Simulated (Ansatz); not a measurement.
# Redistribution: C2HBr2F + C3H6 → C2H2BrF + C3H5Br

Species: C2HBr2F `F/C(Br)=C/Br`, singlet; C3H6 (propene) `C=CC`, singlet; C2H2BrF `C=C(F)Br`, singlet; C3H5Br (allyl bromide) `C=CCBr`, singlet. The partners trade Br for H; both sit on C, so the bond types are kept.

Shapes, held fixed at every level: PBE0-D4/def2-TZVP. Flexible molecules stand in one conformer, not always the lowest. Programs: Ansatz 0.2.0. Electronic energies: no zero-point or thermal term.

```csv
level,kind,ΔE (kJ/mol),less CCSD(T)/def2-TZVPP
HF/def2-TZVPP,Hartree–Fock,-29.3,-11.7
PBE-D4/def2-TZVPP,GGA,-13.2,+4.4
B3LYP-D4/def2-TZVPP,global hybrid,-17.9,-0.3
wB97M-V/def2-TZVPP,range-separated hybrid,-16.8,+0.8
wB97X-V/def2-TZVPP,range-separated hybrid,-16.0,+1.6
B2PLYP/def2-TZVPP,double hybrid,-18.4,-0.8
CCSD(T)/def2-TZVPP,coupled cluster or CI,-17.6,0.0
```

The highest level, CCSD(T)/def2-TZVPP, gives ΔE = -17.6 kJ/mol; the levels span -29.3 to -13.2. The column of differences is taken from that level and isn't an error. No measured value is set beside it here. Relativity is left out for Br. Outer-core shells of Br are correlated in most correlated rows, in sets that cover them unevenly.

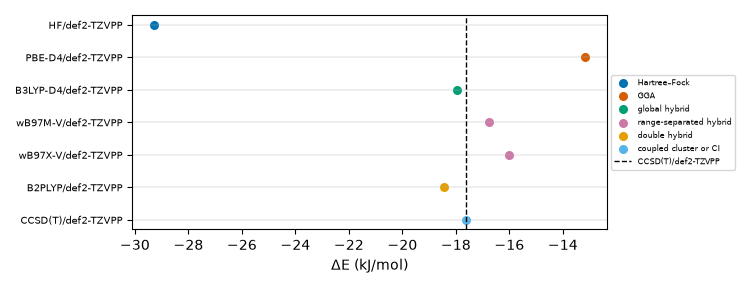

The values of the table, level by level.
